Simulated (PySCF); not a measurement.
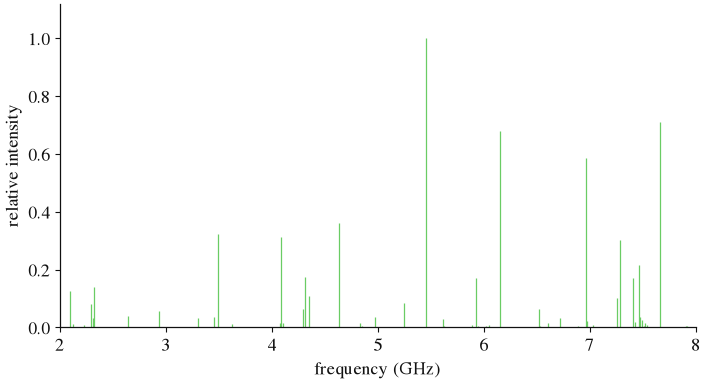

Simulated rotational absorption lines between 2 and 8 GHz at 10 K: rigid rotor with the equilibrium constants and dipole of one optimised conformer (PBE0-D3(BJ)/def2-SVP, PySCF 2.14.0), commonest isotopes; no centrifugal distortion, hyperfine structure, internal rotation or nuclear-spin weights; lines within 1 MHz of each other are summed.

Question: Which molecule gives this spectrum?
A. C₄H₁₀B₂, SMILES B[C@@H]1BCCC1
B. C₂H₅GeNO₂, SMILES C=[N][GeH2][C](=O)O, singlet
C. C₃H₇BO₂, SMILES C=CCB(O)O
D. C₂H₅NO₂Si, SMILES CO[Si@H](O)C#N

Answer: Option A. Rotational constants A, B, C = 6.422, 3.117, 2.342 GHz, |μa|, |μb|, |μc| = 1.32, 0.19, 0.33 D.

Caveats: coarse grid, loose stop and no frequency check, small forces are noise and the end may be a saddle.
